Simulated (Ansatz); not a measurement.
Level of theory: PBE (plane waves to 420 eV, PAW; Ansatz, a program for electronic structure).

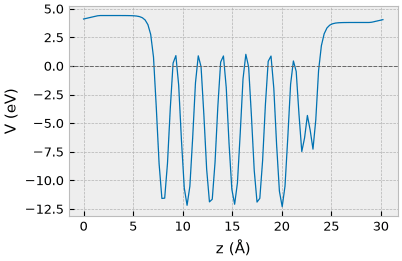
Electrostatic potential energy of an electron, averaged over planes parallel to the surface, in eV from the Fermi level, for a constructed model of the (111) surface of fcc Ag, a pseudomorphic layer of Sn in the host's stacking (bottom of the slab: a bare face, its two planes held)

Set-up: 7 atoms, 14.4 Å thick at the start with caps and adatoms; mesh 15x15x1; 0.1 eV smearing; dipole correction on; 2 atoms held, the rest relaxed; start symmetry kept, larger cells not searched; no spin, no spin-orbit, no U. It is one candidate, not shown to be the stable structure of the face.

The vacuum level lies 3.81 eV above the Fermi level over the top face and 4.41 eV above it under the bottom face.
